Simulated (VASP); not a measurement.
Band structure of TiTe₂. All values below come from PBE GGA, VASP's PBE PAW potentials (set 64) (plane waves; VASP).

The cell holds a wide vacuum, so values per volume refer to the whole cell. Unless said otherwise, spin-orbit coupling is left out, though it shifts the bands of the heavy elements here.

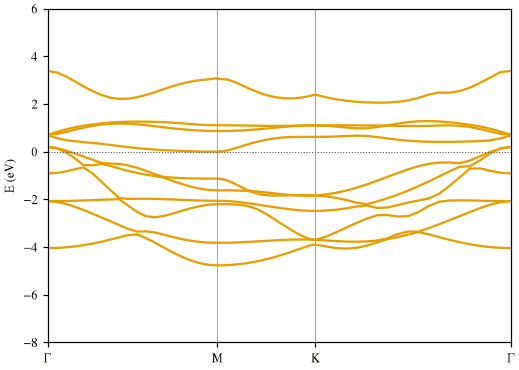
Fig. 1. Bands along high-symmetry lines, zero at the valence-band maximum or, without a gap, the Fermi level

Question: Read the plot: is there a gap, and where are the band edges?

Answer: It has no gap at this level: it comes out as a metal or semimetal.

The cell is a sheet with vacuum, built from a generated structure.
